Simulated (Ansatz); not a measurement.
# GeH4O2···NH3: what the fields show

```json
{"atom": "Ge", "x (Å)": "-0.1463", "y (Å)": "-0.3272", "z (Å)": "0.1352"}
{"atom": "H", "x (Å)": "-0.2134", "y (Å)": "-0.4451", "z (Å)": "1.6756"}
{"atom": "H", "x (Å)": "1.2569", "y (Å)": "-0.2016", "z (Å)": "-0.5007"}
{"atom": "O", "x (Å)": "-1.2103", "y (Å)": "1.0921", "z (Å)": "-0.2223"}
{"atom": "H", "x (Å)": "-1.2525", "y (Å)": "1.2540", "z (Å)": "-1.1843"}
{"atom": "O", "x (Å)": "-0.8111", "y (Å)": "-1.7850", "z (Å)": "-0.6813"}
{"atom": "H", "x (Å)": "-1.6817", "y (Å)": "-2.0232", "z (Å)": "-0.3101"}
{"atom": "N", "x (Å)": "1.0607", "y (Å)": "2.6373", "z (Å)": "1.2877"}
{"atom": "H", "x (Å)": "1.8258", "y (Å)": "2.2179", "z (Å)": "0.7432"}
{"atom": "H", "x (Å)": "0.1975", "y (Å)": "2.4638", "z (Å)": "0.7504"}
{"atom": "H", "x (Å)": "0.9764", "y (Å)": "2.0659", "z (Å)": "2.1387"}
```

These are results of Ansatz 0.2.0, RKS PBE-D4/def2-SVP, not measurements.

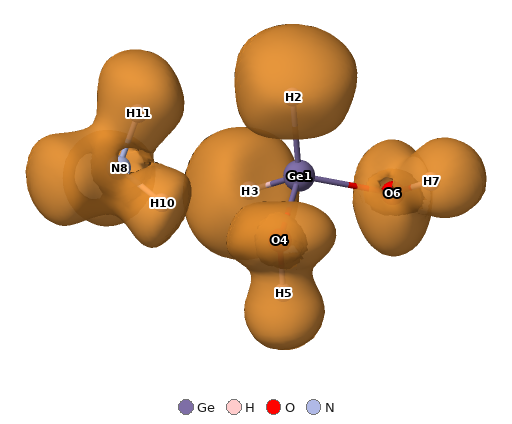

Figure 1. Isosurface of the electron localisation function at 0.75 (orange), seen at a tilt. Core shells and regions of very low density are left out.

> Where are the electrons localised?

At this value the surface marks out two regions around hydrogen nuclei, one joined region spread over several atoms (H, N), in which their bonds and any lone pairs are merged and two joined regions spread over several atoms (H, O), in which their bonds and any lone pairs are merged. Along the contacts the grid gives the following. O4···H10 (2.19 Å): the ELF dips to about 0.10 between them (by its geometry a hydrogen bond between the two molecules, with no shared pair). Ge–O (1.80 Å): the ELF peaks at about 0.85 in the valence shell of O, 0.6 Å from its nucleus, and is about 0.35 at the midpoint.

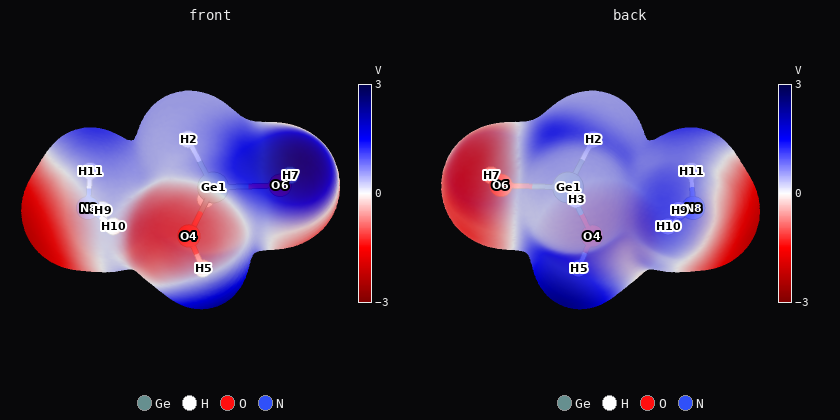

Figure 2. The molecular electrostatic potential painted on the density surface at 0.002 e/bohr³, seen from the front and from behind; red is negative and blue positive.

> Describe the electrostatic potential map.

The most negative region (about −2.1 V) lies over N8, the most positive (about +2.4 V) over H5 and H7. N8 is the likeliest acceptor of a hydrogen bond.

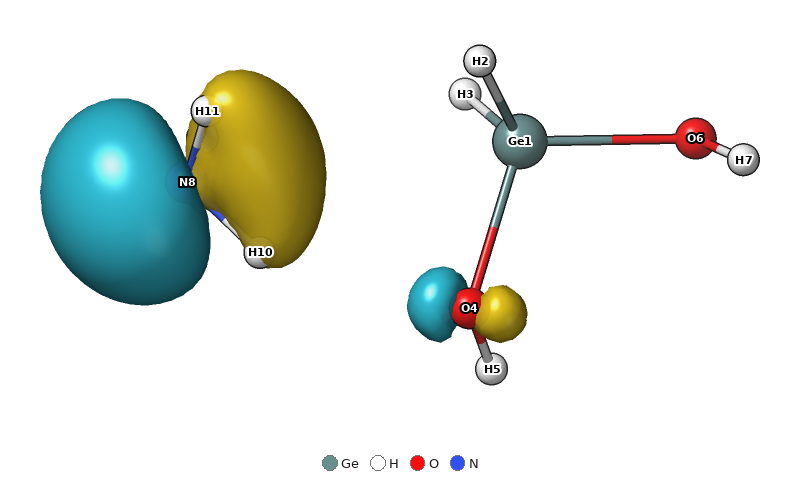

Figure 3. The HOMO at ±0.15 Å⁻³ᐟ² (yellow and cyan are the two phases), seen at a tilt.

> Where does this orbital lie, and at what energy?

By Hirshfeld shares it lies mainly on N8 (about 80 %); largely a lone pair of N8. Its energy is −5.50 eV.
